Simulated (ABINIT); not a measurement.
# Converging GW for AgCl (Fm-3m) in ABINIT, part 2 of 2

What does each rung of G0W0 on AgCl (Fm-3m) cost, and what does it buy?

ABINIT 10.8.3; PBE and many-body steps on it, plane waves. Known limits of the many-body steps: not at the basis limit; d shell near the gap, gap tends to lie low; no spin-orbit coupling; coarse k mesh.

So far. Step 3 (Screening, 6×6×6 mesh, 62 bands, screening to 114.3 eV): Local fields lower ε∞ by 8 %. Step 4 (62 bands, 114.3 eV): The gap on the mesh goes from 0.92 eV to 2.11 eV, a correction of +1.19 eV.

## 6. 173 bands, 212.2 eV

This step: G0W0 on PBE, plane waves, norm-conserving pseudopotentials.

run.abi reads:

```
acell 3*1.0 Angstrom
rprim 
  0.000000000000 2.798500000000 2.798500000000
  2.798500000000 0.000000000000 2.798500000000
  2.798500000000 2.798500000000 -0.000000000000
ntypat 2
znucl 47 17
natom 2
typat 1 2
xred 
  0.000000000000 0.000000000000 0.000000000000
  0.500000000000 0.500000000000 0.500000000000
pp_dirpath "pseudos"
pseudos "Ag.upf, Cl.upf"
ecut 37
ngkpt 6 6 6
nshiftk 1
shiftk 0 0 0
kptopt 1
chksymbreak 0
istwfk *1
occopt 1
irdwfk 1
optdriver 4
nband 173
gwcalctyp 0
ecutsigx 37
symsigma 1
nkptgw 2
kptgw 
  0.5000000000 0.0000000000 0.0000000000
  0.0000000000 0.0000000000 0.0000000000
bdgw 
  12 15
  11 17
ecuteps 7.8
irdscr 1
ppmodel 1
indata_prefix "in"
outdata_prefix "out"
tmpdata_prefix "tmp"
```

The run is started by

```bash
OMP_NUM_THREADS=1 mpirun -n 8 abinit run.abi > log
```

Log:

```text
.Version 10.8.3 of ABINIT. v10.8.2 released Aug 2026.

 Symmetries : space group Fm -3 m (#225); Bravais cF (face-center cubic)
[... echo of the input left out ...]
== DATASET  1 ==================================================================
-   mpi_nproc: 8, omp_nthreads: 1 (-1 if OMP is not activated)

--- !DatasetInfo
iteration_state: {dtset: 1, }
dimensions: {natom: 2, nkpt: 16, mband: 173, nsppol: 1, nspinor: 1, nspden: 1, mpw: 3218, }
cutoff_energies: {ecut:  37.0, pawecutdg:  -1.0, }
electrons: {nelect:   2.60000000E+01, charge:   0.00000000E+00, occopt:   1.00000000E+00, tsmear:   1.00000000E-02, }

 SIGMA: Calculation of the GW corrections

 Based on a program developped by R.W. Godby, V. Olevano, G. Onida, and L. Reining.
 Incorporated in ABINIT by V. Olevano, G.-M. Rignanese, and M. Torrent.
.Using double precision arithmetic ; gwpc =  8

[... cell and pseudopotentials left out ...]
--------------------------------------------------------------------------------

 ==== K-mesh for the wavefunctions ====
 Number of points in the irreducible wedge :    16
[... list of points left out ...]
 Together with 48 symmetry operations and time-reversal symmetry
 yields   216 points in the full Brillouin Zone.

 ==== Q-mesh for screening function ====
 Number of points in the irreducible wedge :    16
[... list of points left out ...]
 Together with 48 symmetry operations and time-reversal symmetry
 yields   216 points in the full Brillouin Zone.

 vcoul_init : cutoff-mode = AUXILIARY_FUNCTION
 q-points for optical limit:   1
     1)      0.000010    0.000020    0.000030
 setmesh: FFT mesh size selected  =    45x   45x   45
          total number of points  =        91125

 Number of electrons calculated from density =   26.0000; Expected =   26.0000
[...]
number of omega for Sigma on real axis              0
 max omega for Sigma on real axis  [eV]           0.00
 zcut for avoiding poles [eV]                     0.10

 EPSILON^-1 parameters (SCR file):
 dimension of the eps^-1 matrix on file            331
 dimension of the eps^-1 matrix used               331
 number of plane-waves for wavefunctions          3143
 number of bands                                   173
 number of q-points in IBZ                          16
 number of frequencies                               2
 number of real frequencies                          1
 number of imag frequencies                          1

 matrix elements of self-energy operator (all in [eV])

 Perturbative Calculation

--- !SelfEnergy_ee
iteration_state: {dtset: 1, }
kpoint     : [   0.500,    0.000,    0.000, ]
spin       : 1
KS_gap     :    4.314
QP_gap     :    5.511
Delta_QP_KS:    1.198
data: !SigmaeeData |
     Band     E0 <VxcDFT>   SigX SigC(E0)      Z dSigC/dE  Sig(E)    E-E0       E
       12   4.308 -21.438 -26.414   3.626   0.794  -0.259 -22.510  -1.072   3.235
       13   4.308 -21.438 -26.414   3.626   0.794  -0.259 -22.510  -1.072   3.235
       14   8.621  -8.967  -4.827  -3.991   0.837  -0.195  -8.842   0.125   8.747
[...]
--- !SelfEnergy_ee
iteration_state: {dtset: 1, }
kpoint     : [   0.000,    0.000,    0.000, ]
spin       : 1
KS_gap     :    3.124
QP_gap     :    4.655
Delta_QP_KS:    1.531
data: !SigmaeeData |
     Band     E0 <VxcDFT>   SigX SigC(E0)      Z dSigC/dE  Sig(E)    E-E0       E
[...]
16  15.026 -12.073  -6.782  -4.521   0.821  -0.219 -11.441   0.632  15.658
       17  15.026 -12.073  -6.782  -4.521   0.821  -0.219 -11.441   0.632  15.658

== END DATASET(S) ==============================================================
================================================================================

 -outvars: echo values of variables after computation  --------
           etotal      0.0000000000E+00
            nband         173
             nkpt          16
          spgroup         225
 [... the other variables as echoed above ...]

 Calculation completed.
```

It took 31 s on 8 MPI ranks of Arm Neoverse V1, shared host; peak memory 3.1 GiB.

This step gave:

```yaml
g0w0_gap_on_the_points_computed: 2.213 eV
starting_gap_on_the_mesh: 0.9214 eV
k_of_the_valence_top: 0.5, 0, 0
k_of_the_conduction_bottom: 0, 0, 0
z_at_the_valence_top: 0.794
z_at_the_conduction_bottom: 0.83
least_direct_g0w0_gap_on_the_computed_points: 4.655 eV
```

Against G0W0 in ABINIT (6×6×6 mesh, 62 bands, screening to 114.3 eV, Godby-Needs plasmon pole), the gap moves by +0.106 eV.

## 7. Screening, 6×6×6 mesh, 406 bands, screening to 326.5 eV

This step: RPA screening on PBE, plane waves, norm-conserving pseudopotentials.

Changes to run.abi since step 6:

```diff
@@ -23,17 +23,8 @@
 irdwfk 1
-optdriver 4
-nband 173
-gwcalctyp 0
-ecutsigx 37
-symsigma 1
-nkptgw 2
-kptgw 
-  0.5000000000 0.0000000000 0.0000000000
-  0.0000000000 0.0000000000 0.0000000000
-bdgw 
-  12 15
-  11 17
-ecuteps 7.8
-irdscr 1
-ppmodel 1
+optdriver 3
+nband 406
+ecuteps 12
+inclvkb 2
+awtr 1
+symchi 1
 indata_prefix "in"
```

Log:

```text
.Version 10.8.3 of ABINIT. v10.8.2 released Aug 2026.

 Symmetries : space group Fm -3 m (#225); Bravais cF (face-center cubic)
[... echo of the input left out ...]
== DATASET  1 ==================================================================
-   mpi_nproc: 8, omp_nthreads: 1 (-1 if OMP is not activated)

--- !DatasetInfo
iteration_state: {dtset: 1, }
dimensions: {natom: 2, nkpt: 16, mband: 406, nsppol: 1, nspinor: 1, nspden: 1, mpw: 3218, }
cutoff_energies: {ecut:  37.0, pawecutdg:  -1.0, }
[...]
--------------------------------------------------------------------------------
[... chi0 elements left out ...]
 For q-point:  0.000010 0.000020 0.000030
  dielectric constant =   4.8470
  dielectric constant without local fields =   5.3140

  Average fulfillment of the sum rule on Im[epsilon] for q-point    1 :     92.63  [%]
[... wings left out ...]
  q-point number  2        q = ( 0.166667, 0.000000, 0.000000) [r.l.u.]
--------------------------------------------------------------------------------
[... chi0 elements left out ...]
  Average fulfillment of the sum rule on Im[epsilon] for q-point    2 :     97.03  [%]

 [... 14 further q-points ...]
```

Run time: 28 min. Hardware: 8 MPI ranks; peak memory 8.1 GiB; 3.7 h of CPU time.

This step gave:

* ε∞ with local fields, on this mesh, along the program's q direction: 4.847
* the same without local fields: 5.314
* plasma frequency: 28.60 eV
* plane waves in the screening matrix: 609

## 8. 406 bands, 326.5 eV

This step: G0W0 on PBE, plane waves, norm-conserving pseudopotentials.

Changes to run.abi since step 7:

```diff
@@ -23,8 +23,17 @@
 irdwfk 1
-optdriver 3
+optdriver 4
 nband 406
+gwcalctyp 0
+ecutsigx 37
+symsigma 1
+nkptgw 2
+kptgw 
+  0.5000000000 0.0000000000 0.0000000000
+  0.0000000000 0.0000000000 0.0000000000
+bdgw 
+  12 15
+  11 17
 ecuteps 12
-inclvkb 2
-awtr 1
-symchi 1
+irdscr 1
+ppmodel 1
 indata_prefix "in"
```

Log:

```text
.Version 10.8.3 of ABINIT. v10.8.2 released Aug 2026.

 Symmetries : space group Fm -3 m (#225); Bravais cF (face-center cubic)
[... echo of the input left out ...]
== DATASET  1 ==================================================================
-   mpi_nproc: 8, omp_nthreads: 1 (-1 if OMP is not activated)

--- !DatasetInfo
iteration_state: {dtset: 1, }
dimensions: {natom: 2, nkpt: 16, mband: 406, nsppol: 1, nspinor: 1, nspden: 1, mpw: 3218, }
cutoff_energies: {ecut:  37.0, pawecutdg:  -1.0, }
[...]
Band     E0 <VxcDFT>   SigX SigC(E0)      Z dSigC/dE  Sig(E)    E-E0       E
[...]
16  15.026 -12.073  -6.782  -4.653   0.820  -0.219 -11.550   0.523  15.550
       17  15.026 -12.073  -6.782  -4.653   0.820  -0.219 -11.550   0.523  15.550

== END DATASET(S) ==============================================================
================================================================================

 -outvars: echo values of variables after computation  --------
           etotal      0.0000000000E+00
            nband         406
             nkpt          16
          spgroup         225
 [... the other variables as echoed above ...]

 Calculation completed.
```

The job ended after 3.6 min (8 MPI ranks; peak memory 8.9 GiB; 29 min of CPU time).

This step gave:

```
G0W0 gap on the points computed              : 2.335 eV
starting gap on the mesh                     : 0.9214 eV
k of the valence top                         : 0.5, 0, 0
k of the conduction bottom                   : 0, 0, 0
least direct G0W0 gap on the computed points : 4.758 eV
```

Against G0W0 in ABINIT (6×6×6 mesh, 173 bands, screening to 212.2 eV, Godby-Needs plasmon pole), the gap moves by +0.122 eV.

## 9. The runs together

Times are wall times on 8 MPI ranks of Arm Neoverse V1, shared host, good to a factor of about two. A run's time includes the screening step that it read.

```csv
run,mesh,bands,screening cutoff (eV),DFT gap (eV),gap on the mesh (eV),direct (eV),ε∞ used,time
"62 bands, 114.3 eV",6×6×6,62,114.3,0.921,2.107,4.500,4.87,49 s
"173 bands, 212.2 eV",6×6×6,173,212.2,0.921,2.213,4.655,4.85,4.6 min
"406 bands, 326.5 eV",6×6×6,406,326.5,0.921,2.335,4.758,4.85,31 min
```

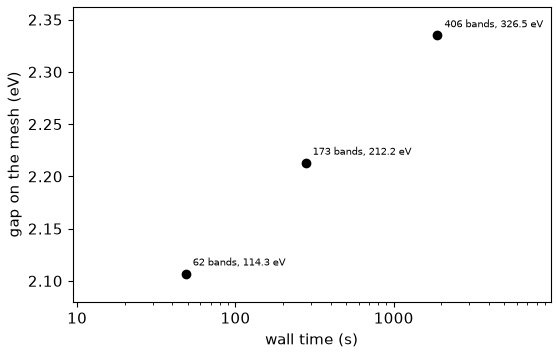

Result against wall time.

## 10. Summary of results

```yaml
62_bands_114p3_ev: 2.107 eV
173_bands_212p2_ev: 2.213 eV
406_bands_326p5_ev: 2.335 eV
known_limits: not at the basis limit; d shell near the gap, gap tends to lie low; no spin-orbit coupling; coarse k mesh
```

What this shows: From the first rung to the last the gap moves by +0.23 eV for 39 times the time. The steps are not yet shrinking, so no limit is drawn. In the G0W0 runs levels were corrected at 2 k points alone, so a gap called «on the mesh» is the least over those, and an edge elsewhere would be missed. The 6×6×6 mesh is coarse for this cell, which bears on the long-range parts of exchange and screening. A d shell, filled or nearly so, lies near the gap. One-shot GW converges very slowly in bands there, not always from below, and on a semilocal start the gap tends to come out low; starts rich in exact exchange can overshoot instead. The many-body steps are scalar-relativistic: spin-orbit coupling is not in them.

[Paths, hosts, dates, memory and timing lines, banners, echoed tables and standing remarks are left out of the program output.]

[Logs are printed without paths, hosts, clocks, repeated set-up lines and the standing remarks that a program may print on its own settings, such as how far it seeks lower states.]

[Runs of the session that timed out or met a known fault of the program may be left out.]

[Hosts, paths, dates, database ids (printed as entryN), source tags and the programs' standing remarks are cut or masked in the printed files.]

[G0W0 gaps are taken among the corrected bands and points alone; a level outside them can change the order at an edge.]

[Where Ansatz stands beside ABINIT at settings called matched, ABINIT's density can come from a denser mesh and the files from another edition; pairs whose starting gaps differed by over 0.03 eV were left out, so agreement reads better than it is.]
